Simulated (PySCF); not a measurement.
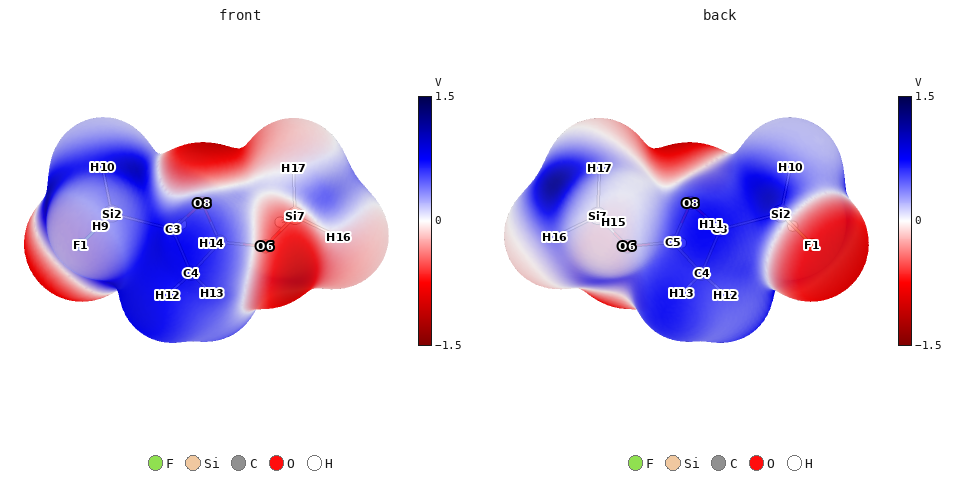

*C₃H₉FO₂Si₂. The molecular electrostatic potential painted on the density surface at 0.001 e/bohr³, seen from the front and from behind; red is negative and blue positive.*

Geometry: GFN2-xTB.

All numbers below come from PBE0/pcSseg-1, SCF density, gas phase, non-relativistic (PySCF 2.14.0).

The calculation's input:

```
{"job": {"kind": "nmr", "xc": "PBE0", "basis": "pcSseg-1"}, "charge": 0, "multiplicity": 1}
F     -3.655078    -0.547349    -0.423239
Si    -2.671393    -0.076553     0.767158
C     -0.953858     0.145993    -0.015986
C     -0.125345    -1.110741    -0.316981
C      0.768995    -0.626227     0.831480
O      2.066807    -0.359563     0.508807
Si     2.583998     1.125832     0.055807
O     -0.015092     0.540905     1.021129
H     -2.675216    -1.174907     1.721013
H     -3.194407     1.184128     1.262630
H     -0.938191     0.882288    -0.827041
H     -0.618343    -2.066596    -0.160387
H      0.387293    -1.104559    -1.275658
H      0.762137    -1.261858     1.730389
H      1.878399     1.598920    -1.140218
H      3.963354     0.759853    -0.228344
H      2.428942     2.102463     1.128993
```

Command:

```sh
OMP_NUM_THREADS=1 python probes_run.py task.json out
```

Describe the electrostatic potential map.

Answer. The most negative region (about −1.0 V) lies over O6 and O8, the most positive (about +1.1 V) over Si2 and Si7.

What dipole moment does the calculation give?

Answer. Its dipole moment is 0.19 D.
